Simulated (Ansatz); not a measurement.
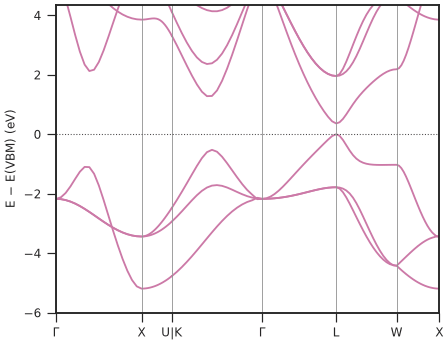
Figure: Band structure from the program Ansatz at the PBE+D3(BJ) level (PAW)

Read off the gap and where the band edges lie.

About 0.4 eV (0.36 eV by a search for the band edges); maximum at L, minimum at L.

The material is PbS (rock salt, space group No. 225).

Space group Fm-3m (rock salt). The PBE+D3(BJ) relaxation kept the symmetry of its start. Scalar-relativistic: spin–orbit coupling is off unless named, which matters more the heavier the elements.

Potentials: the later of the program's two PAW sets.
